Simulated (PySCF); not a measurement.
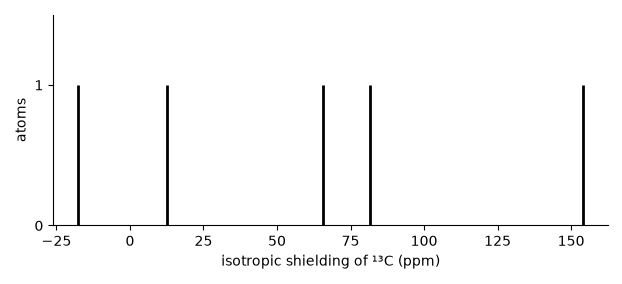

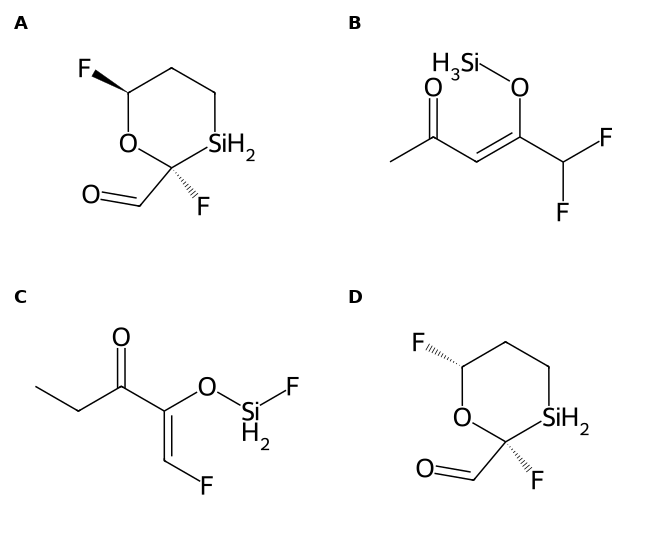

The sticks are computed shieldings of one of the molecules, for one fixed geometry (GFN2-xTB) without averaging over rotations. Low shielding means a high chemical shift. Method: GIAO PBE0/pcSseg-1 NMR shielding, non-relativistic, gas phase (PySCF 2.14.0).

> Match the spectrum to a structure.

B, `CC(=O)/C=C(\O[SiH3])C(F)F`. Its 5 C atoms give lines at −17.5, 12.7, 65.6, 81.7, 153.9 ppm.

The geometry is semi-empirical. Around Si such bond lengths and angles can be off by a tenth of an ångström or more and by several degrees, and values that hang on the shape move with them.
